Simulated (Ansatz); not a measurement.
## Electronic structure of H4SSn···AsH3 in real space

```yaml
atoms:
  - { symbol: Sn, position_ang: [-1.3636, 1.1241, -1.1507] }
  - { symbol: S, position_ang: [-0.8063, 1.4438, 1.1695] }
  - { symbol: H, position_ang: [-0.8192, -0.4049, -1.6736] }
  - { symbol: H, position_ang: [-3.0621, 1.2170, -1.2050] }
  - { symbol: H, position_ang: [-0.6346, 2.3636, -2.0645] }
  - { symbol: H, position_ang: [1.6790, -1.2993, 2.1546] }
  - { symbol: As, position_ang: [1.6643, -1.3533, 0.6360] }
  - { symbol: H, position_ang: [0.4948, 1.6611, 0.9147] }
  - { symbol: H, position_ang: [0.3540, -2.1210, 0.6106] }
  - { symbol: H, position_ang: [2.4936, -2.6310, 0.6084] }
```

The reactant side of a reaction path; geometry: PBE0-D4/def2-TZVP; core potentials replace the inner electrons of Sn.

The calculation used RKS PBE0-D4/def2-TZVPP (Ansatz).

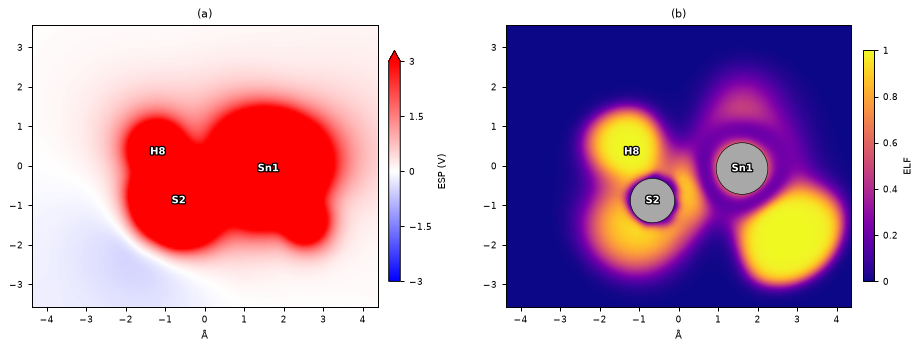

Figure 1. (a) molecular electrostatic potential; (b) electron localisation function on the plane of atoms Sn1, S2 and H8. Grey discs cover the atomic cores in the ELF map.

Q: What do the fields say about this system?

A:
- Atoms in the plane: Sn, S and H.
- Sn–S (2.41 Å): the ELF peaks at about 0.85 in the valence shell of S, 0.9 Å from its nucleus, and drops to about 0.20 between the two atoms.
- S–H (1.34 Å): the ELF climbs to about 1 towards the hydrogen, as it does in any bond to H.
- The ELF also peaks beside S2, away from the bonds: lone-pair regions.
- Outside the dense part of the complex the potential is most negative (−0.5 V) near S2.

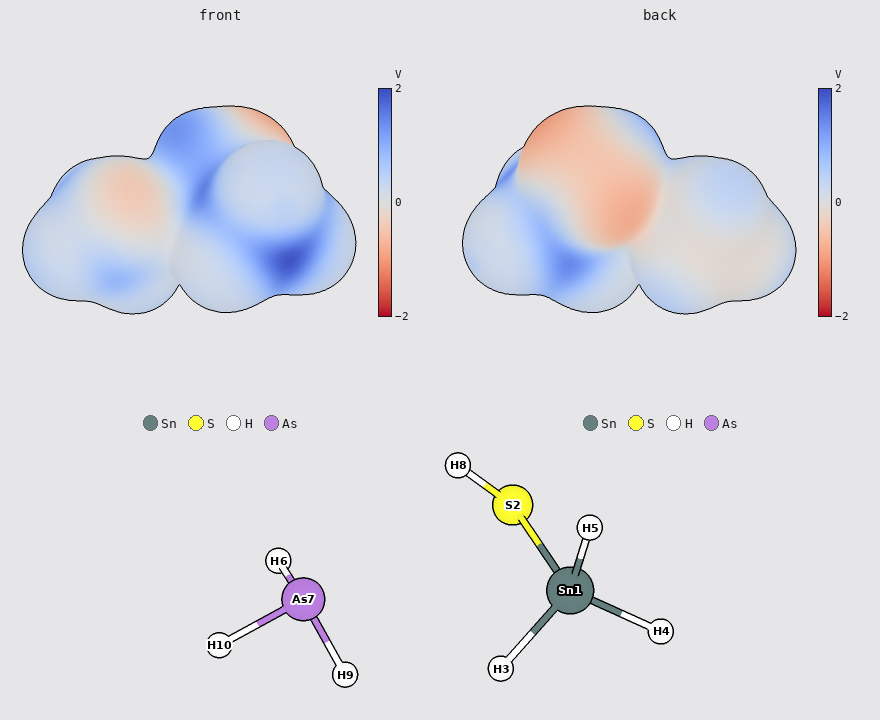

Figure 2. The molecular electrostatic potential painted on the density surface at 0.002 e/bohr³, seen from the front and from behind; the colour scale runs from red (negative) to blue (positive). The bare structure is drawn below in the same view.

Q: Describe the electrostatic potential map.

A: The most negative region (about −0.9 V, or −21 kcal/mol for a unit charge) lies over S2, the most positive (about +1.8 V, or +42 kcal/mol for a unit charge) over Sn1.

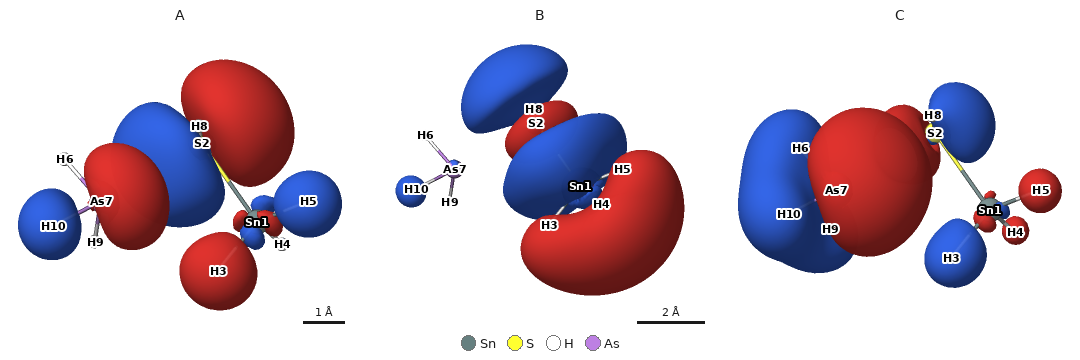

Figure 3. Three frontier orbitals at ±0.05 Å⁻³ᐟ² (blue and red are the two phases), in no order.

Q: Which picture is the HOMO−1, the HOMO and the LUMO?

A: C is the HOMO−1 (−7.79 eV). By Hirshfeld shares it lies mainly on As7 (about 70 %), H6 (about 5 %), S2 (about 5 %) and H9 (about 5 %); largely a lone pair of As7. A is the HOMO (−7.26 eV). By Hirshfeld shares it lies mainly on S2 (about 75 %), As7 (about 10 %) and Sn1 (about 5 %); largely a lone pair of S2. B is the LUMO (−0.62 eV). It lies mainly on Sn1 (about 50 %) and S2 (about 30 %).

Q: What is the HOMO–LUMO gap?

A: 6.64 eV between the orbital energies.
